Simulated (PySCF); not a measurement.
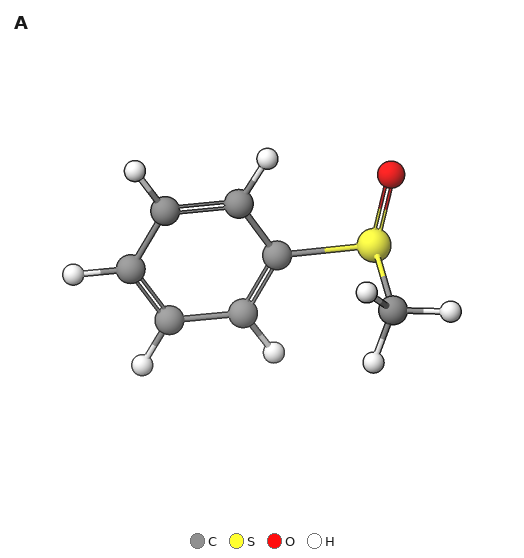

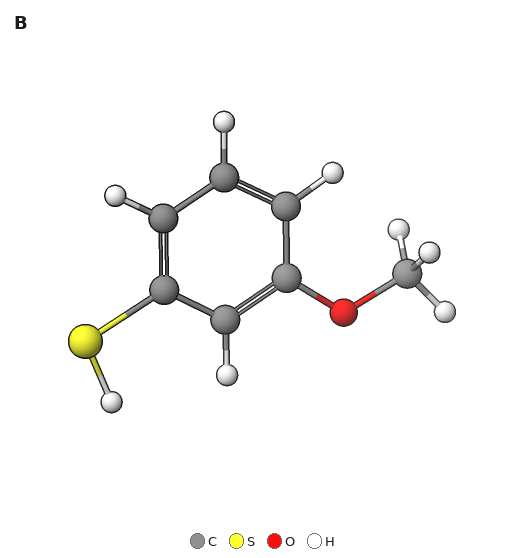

2 stationary structures of one formula. Geometries: GFN2-xTB. Electronic energies: PBE0/pcSseg-1 (PySCF 2.14.0), without zero-point energy. No frequency run is at hand to confirm each as a minimum. Each is one conformer, not always the lowest.

Which is lowest in energy, and by how much?

Answer. B is lowest; A lies 1.059 eV above it. A is `C[S@](=O)c1ccccc1`, B is `COc1cccc(S)c1`.
